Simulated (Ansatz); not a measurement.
# PH₃S: an energy map over bond length P1–H4 and angle H3–P1–H4

How does the energy of H₃PS, SMILES PS change over two coordinates at once? A grid of runs gives the map.

Method: RKS SPW92 (LDA)/def2-TZVP; program: Ansatz 0.2.0.

### 1 Where the work starts

SMILES `PS`, 5 atoms, charge 0, spin multiplicity 1.

Atoms are counted from 1 here; the program's logs count them from 0.

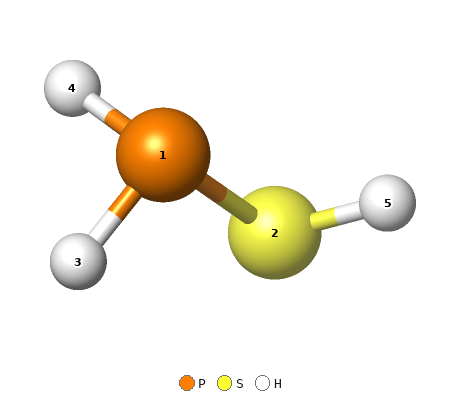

As it starts; phosphorus orange, sulfur yellow, hydrogen white; atoms are numbered from 1 in the order of the file.

As a file:

```mol
H3PS
  3D, bonds by distance, orders not assigned

  5  4  0  0  0  0  0  0  0  0999 V2000
   -0.4735   -0.5006    0.4407 P   0  0
    0.7886    0.9823   -0.4862 S   0  0
    0.2828   -1.6602    0.0334 H   0  0
   -1.3918   -0.6547   -0.6608 H   0  0
    0.8438    1.7597    0.6313 H   0  0
  1  2  8  0
  1  3  8  0
  1  4  8  0
  2  5  8  0
M  END
```

This geometry comes from a loose relaxation at PBE in a small basis, which is not shown.

### 2 The minimum at this level

Input file input.yaml:

```yaml
crystal:
  periodic: [false, false, false]
  atoms:
    - { symbol: P, position_ang: [-0.473455, -0.500643, 0.440746] }
    - { symbol: S, position_ang: [0.788644, 0.982314, -0.486201] }
    - { symbol: H, position_ang: [0.282778, -1.660244, 0.033443] }
    - { symbol: H, position_ang: [-1.391821, -0.654738, -0.660758] }
    - { symbol: H, position_ang: [0.843754, 1.759711, 0.63127] }
basis:
  gaussian: { orbitals: def2-TZVP }
hamiltonian:
  xc: lda
output:
  forces: true
relax:
  f_tol: 0.003
  max_steps: 120
```

On the command line:

```
ansatz run input.yaml --threads 1 --pin off --max-ram 2560MiB --backend cpu --events-out ev --progress --plain --runs-dir out
```

What it wrote, shortened:

```text
Warning: RAYON_NUM_THREADS=1 ignored (pool sized by the plan → 1); use --threads N
[...]
Functional definition: SPW92
[...]
663 factors; their error is unknown
[...]
mean field -20101.36076405 eV, -738.7113828870 hartree, gradient 2.2e-5 eV, S^2 0.000000; 0 other end points of the search recorded, 0 dependent functions left out
[...]
reference -20101.36079393 eV, -738.7113839851 hartree; 17, 17 occupied and 75, 75 virtual orbitals, 663 factors
relax step   1: F+E_penalty+E_count = -20101.36076405 eV  Δ(F+E_penalty+E_count) = +0.000e0 eV  max|allowed force component| = 3.827e-1 eV/Å  Δτ_max = 0.0000 Å  (24 SCF iters, accepted)
[...]
relax step   5: F+E_penalty+E_count = -20101.37740875 eV  Δ(F+E_penalty+E_count) = -4.452e-4 eV  max|allowed force component| = 1.065e-2 eV/Å  Δτ_max = 0.0054 Å  (28 SCF iters, accepted)
[...]
relax step   6: F+E_penalty+E_count = -20101.37743935 eV  Δ(F+E_penalty+E_count) = -3.060e-5 eV  max|allowed force component| = 6.240e-4 eV/Å  Δτ_max = 0.0055 Å  (27 SCF iters, accepted)
663 factors; their error is unknown
[...]
mean field -20101.37743935 eV, -738.7119956930 hartree, gradient 8.2e-6 eV, S^2 0.000000; 1 other end points of the search recorded, 0 dependent functions left out
[...]
reference -20101.37746906 eV, -738.7119967848 hartree; 17, 17 occupied and 75, 75 virtual orbitals, 663 factors
Total energy: -20101.37746906 eV, -738.7119967848 hartree
Atom 0 at    -0.459276    -0.490622     0.434860 Å, force     0.000337     0.000105     0.000001 eV/Å
Atom 1 at     0.783772     0.953537    -0.475565 Å, force     0.000326    -0.000624     0.000499 eV/Å
Atom 2 at     0.284319    -1.645751     0.028454 Å, force     0.000087    -0.000123    -0.000318 eV/Å
Atom 3 at    -1.381906    -0.637905    -0.651090 Å, force    -0.000432     0.000107     0.000034 eV/Å
Atom 4 at     0.822991     1.747141     0.621842 Å, force    -0.000319     0.000535    -0.000215 eV/Å
Dipole moment:    -0.056435    -0.048369     0.068968 e Å
```

Run time: 7.1 s. Hardware: 1 thread of Arm Neoverse V1, shared host; peak memory 0.13 GiB.

Along the way:

```csv
step,energy from step 1 (eV),largest force component (eV/Å)
1,0.0000,0.3827
2,-0.0116,0.2841
3,-0.0160,0.1093
4,-0.0162,0.0750
5,-0.0166,0.0107
6,-0.0167,0.0006
```

Distances of close pairs at the start and the end, largest changes first:

```csv
bond,before (Å),after (Å),change (Å)
P1–S2,2.157,2.112,-0.045
P1–H3,1.443,1.433,-0.010
P1–H4,1.442,1.433,-0.010
S2–H5,1.362,1.355,-0.008
```

### 3 Setting up the map

- bond length P1–H4: 15 values from 1.203 to 1.862 Å
- angle H3–P1–H4: 15 values from 67.1 to 117.1 °

Nothing else is relaxed (all other coordinates rigid). Energies count from the relaxed molecule at the same level. Points are written as (first, second).

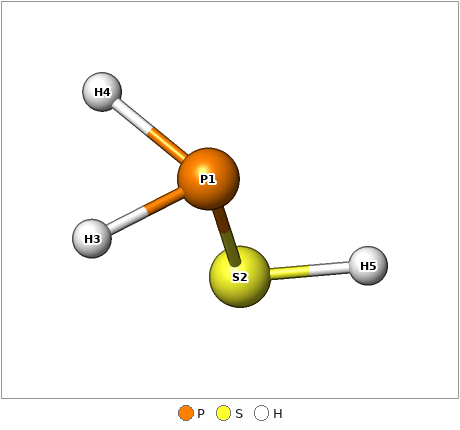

The geometry at (1.533 Å, 74.2°).

Of the runs on the grid, 3 are shown in the steps below; the others differ only in the two coordinates.

### 4 Grid point (1.439 Å, 92.1°)

Input file input.yaml:

```yaml
crystal:
  periodic: [false, false, false]
  atoms:
    - { symbol: P, position_ang: [-0.459276, -0.490622, 0.43486] }
    - { symbol: S, position_ang: [0.783772, 0.953537, -0.475565] }
    - { symbol: H, position_ang: [0.284586, -1.645695, 0.028782] }
    - { symbol: H, position_ang: [-1.386054, -0.638567, -0.655973] }
    - { symbol: H, position_ang: [0.822991, 1.747141, 0.621842] }
basis:
  gaussian: { orbitals: def2-TZVP }
hamiltonian:
  xc: lda
output:
  forces: true
```

On the command line:

```
ansatz run input.yaml --threads 1 --pin off --max-ram 2560MiB --backend cpu --events-out ev --progress --plain --runs-dir out
```

What it wrote, shortened:

```text
Warning: RAYON_NUM_THREADS=1 ignored (pool sized by the plan → 1); use --threads N
[...]
[... 1 set-up line as earlier in the session ...]
[...]
663 factors; their error is unknown
[...]
mean field -20101.37704555 eV, -738.7119812213 hartree, gradient 2.0e-5 eV, S^2 0.000000; 0 other end points of the search recorded, 0 dependent functions left out
[...]
reference -20101.37707530 eV, -738.7119823147 hartree; 17, 17 occupied and 75, 75 virtual orbitals, 663 factors
Total energy: -20101.37707530 eV, -738.7119823147 hartree
Atom 0 at    -0.459276    -0.490622     0.434860 Å, force    -0.078019    -0.008618    -0.088886 eV/Å
Atom 1 at     0.783772     0.953537    -0.475565 Å, force     0.001501    -0.001801     0.000326 eV/Å
Atom 2 at     0.284586    -1.645695     0.028782 Å, force    -0.001399     0.000055    -0.003465 eV/Å
Atom 3 at    -1.386054    -0.638567    -0.655973 Å, force     0.079031     0.009730     0.091916 eV/Å
Atom 4 at     0.822991     1.747141     0.621842 Å, force    -0.001115     0.000634     0.000110 eV/Å
Dipole moment:    -0.055483    -0.048121     0.069647 e Å
```

Wall time 0.96 s (1 thread of Arm Neoverse V1, shared host); peak memory 0.096 GiB.

Energy on the map's scale: 0.0004 eV.

### 5 Grid point (1.533 Å, 74.2°)

Input file input.yaml:

```yaml
crystal:
  periodic: [false, false, false]
  atoms:
    - { symbol: P, position_ang: [-0.459276, -0.490622, 0.43486] }
    - { symbol: S, position_ang: [0.783772, 0.953537, -0.475565] }
    - { symbol: H, position_ang: [-0.026819, -1.648102, -0.290153] }
    - { symbol: H, position_ang: [-1.446594, -0.648232, -0.727229] }
    - { symbol: H, position_ang: [0.822991, 1.747141, 0.621842] }
basis:
  gaussian: { orbitals: def2-TZVP }
hamiltonian:
  xc: lda
output:
  forces: true
```

On the command line:

```
ansatz run input.yaml --threads 1 --pin off --max-ram 2560MiB --backend cpu --events-out ev --progress --plain --runs-dir out
```

What it wrote, shortened:

```text
Warning: RAYON_NUM_THREADS=1 ignored (pool sized by the plan → 1); use --threads N
[...]
[... 1 set-up line as earlier in the session ...]
[...]
663 factors; their error is unknown
[...]
mean field -20101.09417036 eV, -738.7015857496 hartree, gradient 2.5e-5 eV, S^2 0.000000; 0 other end points of the search recorded, 0 dependent functions left out
[...]
reference -20101.09419954 eV, -738.7015868221 hartree; 17, 17 occupied and 75, 75 virtual orbitals, 663 factors
Total energy: -20101.09419954 eV, -738.7015868221 hartree
Atom 0 at    -0.459276    -0.490622     0.434860 Å, force    -1.314390    -0.499836    -1.585598 eV/Å
Atom 1 at     0.783772     0.953537    -0.475565 Å, force     0.108655    -0.060963    -0.122058 eV/Å
Atom 2 at    -0.026819    -1.648102    -0.290153 Å, force     0.884353    -0.140061     0.411962 eV/Å
Atom 3 at    -1.446594    -0.648232    -0.727229 Å, force     0.350948     0.771295     1.251906 eV/Å
Atom 4 at     0.822991     1.747141     0.621842 Å, force    -0.029566    -0.070435     0.043788 eV/Å
Dipole moment:    -0.036348    -0.014093     0.083541 e Å
```

It took 0.93 s on 1 thread of Arm Neoverse V1, shared host; peak memory 0.095 GiB.

On the map this point reads 0.28 eV.

### 6 Grid point (1.203 Å, 92.1°)

Input file input.yaml:

```yaml
crystal:
  periodic: [false, false, false]
  atoms:
    - { symbol: P, position_ang: [-0.459276, -0.490622, 0.43486] }
    - { symbol: S, position_ang: [0.783772, 0.953537, -0.475565] }
    - { symbol: H, position_ang: [0.284586, -1.645695, 0.028782] }
    - { symbol: H, position_ang: [-1.23406, -0.614304, -0.477073] }
    - { symbol: H, position_ang: [0.822991, 1.747141, 0.621842] }
basis:
  gaussian: { orbitals: def2-TZVP }
hamiltonian:
  xc: lda
output:
  forces: true
```

On the command line:

```
ansatz run input.yaml --threads 1 --pin off --max-ram 2560MiB --backend cpu --events-out ev --progress --plain --runs-dir out
```

What it wrote, shortened:

```text
Warning: RAYON_NUM_THREADS=1 ignored (pool sized by the plan → 1); use --threads N
[...]
[... 1 set-up line as earlier in the session ...]
[...]
663 factors; their error is unknown
[...]
mean field -20100.62249384 eV, -738.6842519575 hartree, gradient 3.7e-5 eV, S^2 0.000000; 0 other end points of the search recorded, 0 dependent functions left out
[...]
reference -20100.62252279 eV, -738.6842530212 hartree; 17, 17 occupied and 75, 75 virtual orbitals, 663 factors
Total energy: -20100.62252279 eV, -738.6842530212 hartree
Atom 0 at    -0.459276    -0.490622     0.434860 Å, force     5.174880     0.718802     5.944068 eV/Å
Atom 1 at     0.783772     0.953537    -0.475565 Å, force    -0.053059     0.019363     0.025086 eV/Å
Atom 2 at     0.284586    -1.645695     0.028782 Å, force     0.024580    -0.012435     0.085165 eV/Å
Atom 3 at    -1.234060    -0.614304    -0.477073 Å, force    -5.169169    -0.729697    -6.040316 eV/Å
Atom 4 at     0.822991     1.747141     0.621842 Å, force     0.022768     0.003968    -0.014003 eV/Å
Dipole moment:    -0.081634    -0.054256     0.048522 e Å
```

It took 0.93 s on 1 thread of Arm Neoverse V1, shared host; peak memory 0.095 GiB.

That is 0.75 eV from the zero.

### 7 Energy over the grid

225 points were computed. Energies in eV, from the relaxed molecule at the same level:

```csv
"angle H3–P1–H4 (°) ↓, bond length P1–H4 (Å) →",1.203,1.250,1.297,1.345,1.392,1.439,1.486,1.533,1.580,1.627,1.674,1.721,1.768,1.815,1.862
117.1,1.12,0.81,0.60,0.47,0.40,0.39,0.42,0.49,0.57,0.68,0.80,0.93,1.07,1.22,1.36
113.5,1.02,0.71,0.50,0.37,0.30,0.29,0.32,0.38,0.47,0.58,0.70,0.83,0.97,1.12,1.26
109.9,0.93,0.62,0.41,0.28,0.22,0.20,0.23,0.30,0.38,0.49,0.61,0.74,0.88,1.03,1.18
106.4,0.87,0.55,0.34,0.21,0.15,0.13,0.16,0.22,0.31,0.42,0.54,0.67,0.81,0.96,1.10
102.8,0.81,0.50,0.29,0.15,0.09,0.08,0.10,0.17,0.25,0.36,0.48,0.61,0.75,0.89,1.04
99.2,0.78,0.46,0.25,0.11,0.05,0.03,0.06,0.12,0.21,0.31,0.43,0.56,0.70,0.85,0.99
95.7,0.76,0.44,0.23,0.09,0.02,0.01,0.04,0.09,0.18,0.28,0.40,0.53,0.67,0.81,0.96
92.1,0.75,0.44,0.22,0.09,0.02,0.00,0.03,0.08,0.17,0.27,0.39,0.51,0.65,0.79,0.94
88.5,0.77,0.45,0.24,0.10,0.03,0.01,0.03,0.09,0.17,0.27,0.39,0.51,0.65,0.79,0.93
84.9,0.81,0.49,0.27,0.13,0.06,0.04,0.06,0.11,0.19,0.29,0.40,0.53,0.66,0.80,0.94
81.4,0.86,0.54,0.32,0.18,0.10,0.08,0.10,0.15,0.23,0.32,0.43,0.56,0.69,0.82,0.96
77.8,0.94,0.61,0.39,0.24,0.17,0.14,0.16,0.21,0.28,0.37,0.48,0.60,0.73,0.86,1.00
74.2,1.03,0.70,0.48,0.33,0.25,0.22,0.24,0.28,0.35,0.44,0.55,0.66,0.79,0.92,1.05
70.7,1.14,0.81,0.59,0.44,0.35,0.32,0.33,0.38,0.44,0.53,0.63,0.74,0.86,0.99,1.12
67.1,1.28,0.95,0.72,0.56,0.48,0.44,0.45,0.49,0.55,0.63,0.73,0.84,0.95,1.07,1.20
```

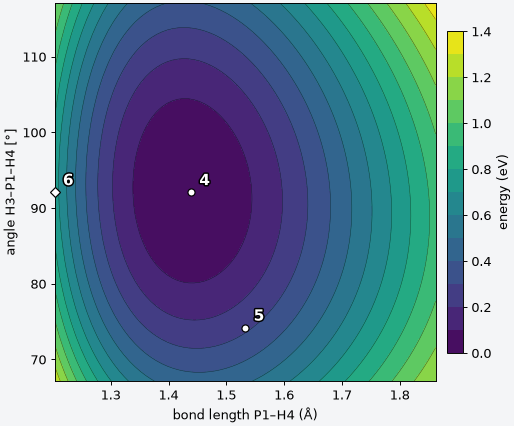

The map; numbers mark the steps of this session that print a point's run. In the figure: filled contours. Between grid points the surface is interpolated.

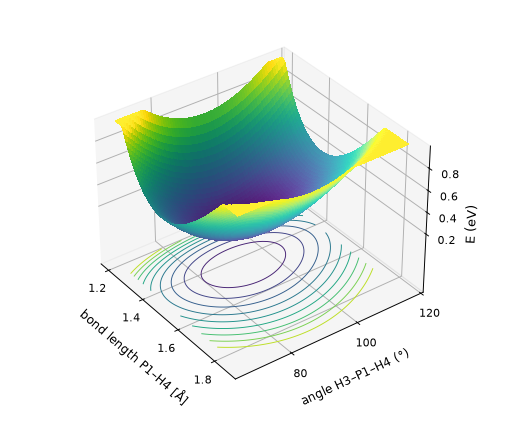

The same map in relief. Drawn: a relief with its contours projected below, any walls above the top of the colour scale cut off.

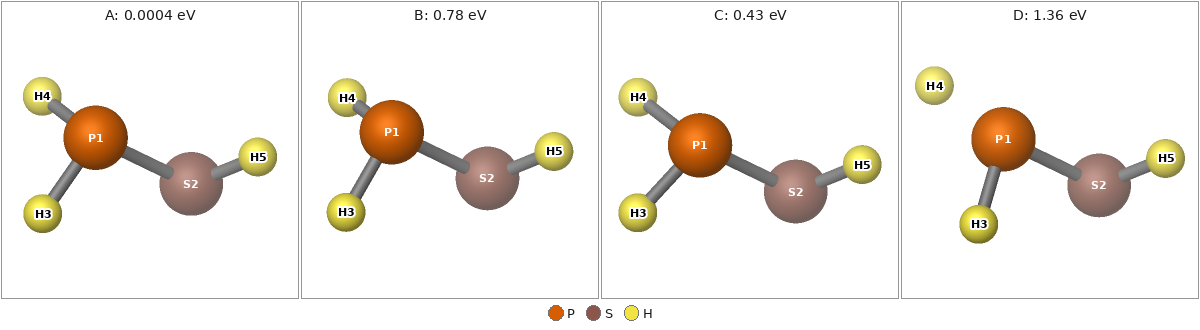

Structures on the grid, at one scale: A at (1.439 Å, 92.1°); B at (1.203 Å, 99.2°); C at (1.674 Å, 81.4°); D at (1.862 Å, 117.1°).

The dipole moment (D) at each point:

```tsv
angle H3–P1–H4 (°) ↓, bond length P1–H4 (Å) →	1.203	1.250	1.297	1.345	1.392	1.439	1.486	1.533	1.580	1.627	1.674	1.721	1.768	1.815	1.862
117.1	0.71	0.70	0.70	0.69	0.68	0.66	0.65	0.64	0.63	0.62	0.62	0.62	0.62	0.63	0.65
113.5	0.68	0.67	0.66	0.65	0.64	0.63	0.62	0.61	0.60	0.60	0.59	0.60	0.61	0.62	0.64
109.9	0.64	0.64	0.63	0.62	0.61	0.60	0.59	0.58	0.58	0.57	0.57	0.58	0.59	0.61	0.63
106.4	0.61	0.60	0.60	0.59	0.58	0.57	0.56	0.56	0.55	0.55	0.55	0.56	0.58	0.60	0.62
102.8	0.58	0.58	0.57	0.56	0.55	0.55	0.54	0.53	0.53	0.53	0.54	0.55	0.57	0.59	0.62
99.2	0.56	0.55	0.55	0.54	0.53	0.52	0.52	0.51	0.51	0.51	0.52	0.54	0.56	0.59	0.62
95.7	0.54	0.53	0.53	0.52	0.51	0.50	0.50	0.49	0.49	0.50	0.51	0.53	0.55	0.59	0.63
92.1	0.53	0.52	0.51	0.50	0.49	0.49	0.48	0.48	0.48	0.49	0.50	0.52	0.55	0.59	0.63
88.5	0.52	0.51	0.50	0.49	0.48	0.47	0.47	0.47	0.47	0.48	0.50	0.52	0.55	0.59	0.64
84.9	0.51	0.50	0.49	0.48	0.47	0.46	0.46	0.46	0.46	0.47	0.49	0.52	0.56	0.60	0.65
81.4	0.51	0.50	0.49	0.48	0.46	0.46	0.45	0.45	0.46	0.47	0.49	0.52	0.56	0.61	0.66
77.8	0.51	0.50	0.49	0.47	0.46	0.45	0.45	0.45	0.45	0.47	0.49	0.52	0.57	0.61	0.67
74.2	0.52	0.50	0.49	0.47	0.46	0.45	0.44	0.44	0.45	0.47	0.49	0.53	0.57	0.62	0.68
70.7	0.53	0.51	0.49	0.48	0.46	0.45	0.44	0.44	0.45	0.46	0.49	0.52	0.57	0.62	0.68
67.1	0.54	0.52	0.50	0.48	0.46	0.45	0.44	0.44	0.44	0.46	0.48	0.52	0.57	0.62	0.69
```

### 8 Results

| quantity | value |
| --- | --- |
| lowest point | (1.439 Å, 92.1°), 0.0004 eV |
| highest computed point | (1.862 Å, 117.1°), 1.36 eV above the lowest |
| dipole moment (D) | 0.44 at (1.533 Å, 67.1°) to 0.71 at (1.203 Å, 117.1°); 0.49 at the lowest point |
| time for the whole task | 3.8 min on 1 thread, shared host |

The lowest computed point is at (1.439 Å, 92.1°), 0.0004 eV from the relaxed molecule at the same level. The grid is coarse, so the lowest point of the scanned range may lie between grid points; coordinates that were held can hide deeper minima. No other kind of well shows on this grid. The highest computed point, (1.862 Å, 117.1°), lies 1.36 eV above the lowest. Round the minimum the two coordinates are nearly uncoupled.
